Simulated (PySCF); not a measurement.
**C8H24N4Ti: geometry relaxation (part 4 of 4)**

The same run, continued: C8H24N4Ti ([Ti(N(CH3)2)4]); PBE0-D3(BJ)/def2-SVP geometry optimisation, gas phase (PySCF 2.14.0). 

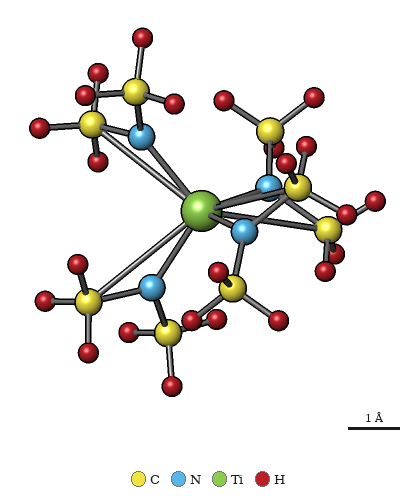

Fig. 1: The geometry at step 23 of the log (ball-and-stick view, seen at a tilt).

Trajectory as extended XYZ, continued:
```
37
Properties=species:S:1:pos:R:3:forces:R:3 step=23 energy=-37729.80202
C     0.1779   -2.8095    1.0666    0.0002   0.0027  -0.0063
N    -0.3400   -1.4742    1.1472   -0.0043  -0.0079  -0.0064
C    -1.1785   -1.2424    2.2924   -0.0077  -0.0022  -0.0088
Ti   -0.0013   -0.0031   -0.0036    0.0162   0.0170   0.0142
N     0.3993    1.5256    1.0480   -0.0081   0.0049  -0.0133
C     1.2951    1.3564    2.1602    0.0076  -0.0102  -0.0002
C    -0.1250    2.8552    0.9232    0.0051  -0.0016  -0.0049
N    -1.5344    0.3470   -1.0675   -0.0049  -0.0043   0.0112
C    -1.3704    1.1840   -2.2251    0.0185   0.0104  -0.0061
C    -2.8666   -0.1588   -0.9012    0.0013   0.0009   0.0009
N     1.4740   -0.3950   -1.1324   -0.0083   0.0010   0.0102
C     2.8045    0.1389   -1.0891   -0.0021  -0.0040   0.0027
C     1.2435   -1.3013   -2.2247   -0.0117  -0.0091  -0.0083
H     0.8213   -2.9242    0.1816   -0.0025   0.0001   0.0037
H    -0.6308   -3.5660    0.9983    0.0002  -0.0007   0.0002
H     0.7864   -3.0737    1.9566    0.0004  -0.0010   0.0008
H    -2.0896   -1.8762    2.2811    0.0052  -0.0028   0.0014
H    -1.5098   -0.1908    2.3254    0.0029   0.0003   0.0013
H    -0.6512   -1.4516    3.2463    0.0011  -0.0006   0.0010
H     0.8181    1.6240    3.1260   -0.0009   0.0009  -0.0008
H     2.2059    1.9833    2.0651   -0.0058   0.0052   0.0002
H     1.6245    0.3067    2.2379    0.0015  -0.0001  -0.0016
H    -0.8090    2.9243    0.0646   -0.0014   0.0008   0.0000
H    -0.6917    3.1649    1.8261    0.0009   0.0007   0.0000
H     0.6781    3.6070    0.7787   -0.0003   0.0001  -0.0014
H    -1.6412    0.6587   -3.1645   -0.0069  -0.0022   0.0024
H    -1.9966    2.0988   -2.1742   -0.0072  -0.0062   0.0010
H    -0.3212    1.5097   -2.3242   -0.0008  -0.0029   0.0014
H    -2.9312   -0.7993   -0.0091    0.0001   0.0010  -0.0012
H    -3.1922   -0.7667   -1.7711   -0.0003   0.0001   0.0000
H    -3.6099    0.6570   -0.7876   -0.0003   0.0000   0.0011
H     3.0568    0.7022   -2.0117    0.0008  -0.0002  -0.0004
H     2.9184    0.8284   -0.2397    0.0006   0.0010  -0.0009
H     3.5691   -0.6582   -0.9843    0.0006   0.0006   0.0014
H     0.1945   -1.6430   -2.2313    0.0019   0.0012  -0.0007
H     1.8849   -2.2049   -2.1644    0.0057   0.0044   0.0022
H     1.4409   -0.8300   -3.2101    0.0027   0.0025   0.0045
```

Summary:

- outcome: converged
- total energy: −1386.544661 hartree
- dipole moment: 0.01 D
- point group: S4
- hardware: 2 CPU threads, shared host
- wall time: 31 min (CPU time 71 min)
- peak memory: 3.2 GiB
